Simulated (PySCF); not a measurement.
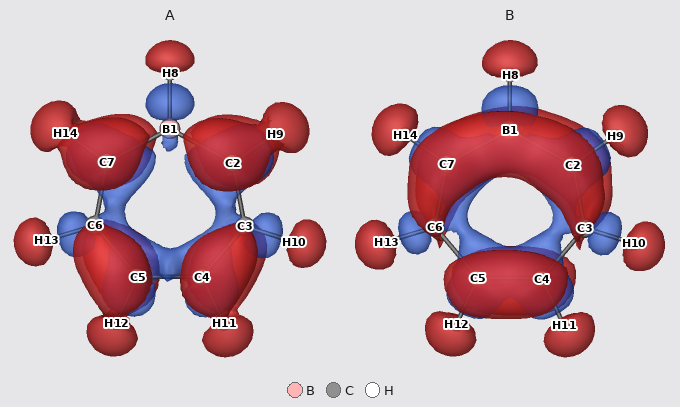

Figure. C6H7B, SMILES `B1C=CC=CC=C1`. The two Fukui functions at ±0.015 e/Å³ (red positive, blue negative).

PySCF calculation, TPSSh/def2-SVP, gas phase; geometry: GFN2-xTB. No frequency check shows the geometry to be a minimum.

Input script:

```python
import numpy as np
from pyscf import gto, scf, dft
from pyscf.scf import atom_ks, atom_hf
from scipy.linalg import block_diag

def solve(mol, dm0=None, hcore=None):
    mf = (dft.UKS if mol.spin else dft.RKS)(mol, xc='tpssh')
    mf.grids.level = 3
    mf = mf.density_fit(auxbasis='def2-universal-jkfit')
    mf.conv_tol, mf.max_cycle = 1e-8, 80
    if hcore is not None:
        mf.get_hcore = lambda *args: hcore
    mf.kernel(dm0)
    if not mf.converged:
        mf = mf.newton().run(mf.mo_coeff, mf.mo_occ, max_cycle=30)
    assert mf.converged, 'SCF not converged'
    return mf

mol = gto.M(atom='''
B      0.00047    -1.73203     0.00000
C     -1.34203    -1.00822     0.00000
C     -1.59901     0.33040     0.00000
C     -0.68312     1.40654     0.00000
C      0.68246     1.40685     0.00000
C      1.59884     0.33111     0.00000
C      1.34245    -1.00762     0.00000
H      0.00081    -2.90858     0.00000
H     -2.23511    -1.62792     0.00000
H     -2.63954     0.64627     0.00000
H     -1.14698     2.38753     0.00000
H      1.14589     2.38805     0.00000
H      2.63923     0.64745     0.00000
H      2.23581    -1.62693     0.00000
''', basis='def2-svp', charge=0, spin=0, verbose=4)
mf = solve(mol)
out = dict(e0=mf.e_tot, dm0=mf.make_rdm1(), c=mf.mo_coeff, occ=mf.mo_occ, eps=mf.mo_energy)
for name, dq, spin in [('cation', 1, 1), ('anion', -1, 1)]:
    ion = mol.copy().set(charge=mol.charge + dq, spin=spin).build()
    mi = solve(ion)
    if spin and dq > 0 and mol.nao < 130:
        c, _, stable, _ = mi.stability(return_status=True)
        if not stable:
            mi = solve(ion, mi.make_rdm1(c, mi.mo_occ))
    print(name, 'vertical energy change / eV', (mi.e_tot - mf.e_tot) * 27.211386)
    out.update({'e_' + name: mi.e_tot, 'dm_' + name: mi.make_rdm1(), 's2_' + name: mi.spin_square()[0], 'eps_' + name: mi.mo_energy, 'occ_' + name: mi.mo_occ})
# spherically averaged free atoms, for the promolecule
atm = atom_ks.get_atm_nrks(mol, xc='tpssh')
pro = block_diag(*[(atm[a[0]][2] * atm[a[0]][3]) @ atm[a[0]][2].T for a in mol._atom])
np.savez('result.npz', pro=pro, **out)
```

Run with:

```sh
OMP_NUM_THREADS=1 python input.py
```

The run took 4.1 min on 1 thread of Arm Neoverse V1, with other jobs on the host, peak memory 0.78 GiB.

Partitions, critical points and surface values were worked out afterwards from this run's density.

> Which panel is f⁻ (electron removed) and which f⁺ (electron added)?

A is f⁺, B is f⁻. f⁻ (Hirshfeld-condensed) is largest on B1 (0.13), C2 and C7 (0.11 each) and C4 and C5 (0.10 each); the vertical ionisation energy is 8.88 eV (the stability of the cation's solution wasn't checked). f⁺ (Hirshfeld-condensed) is largest on C2 and C7 (0.12 each), C4 and C5 (0.10 each) and B1 (0.08); the vertical electron affinity is −0.03 eV (the stability of the anion's solution wasn't checked; negative, but this basis has no diffuse functions, so it doesn't show that the anion is unbound).

> What chemical potential and hardness follow from the two energies?

μ = −(I + A)/2 = −4.43 eV and η = I − A = 8.91 eV.
